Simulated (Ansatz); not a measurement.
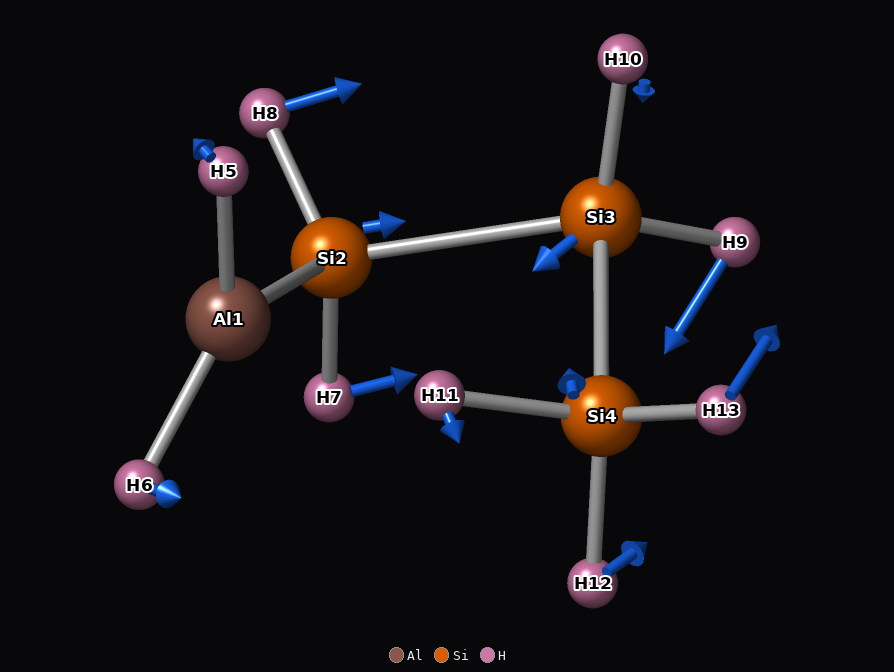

The arrows show one normal mode. Harmonic vibrations computed with RKS PBE0-D4/def2-TZVP (Ansatz 0.2.0) at a stationary point of the same level.

> Estimate its harmonic wavenumber.

424 cm⁻¹; it is mode 10 of 33 counted from the lowest.
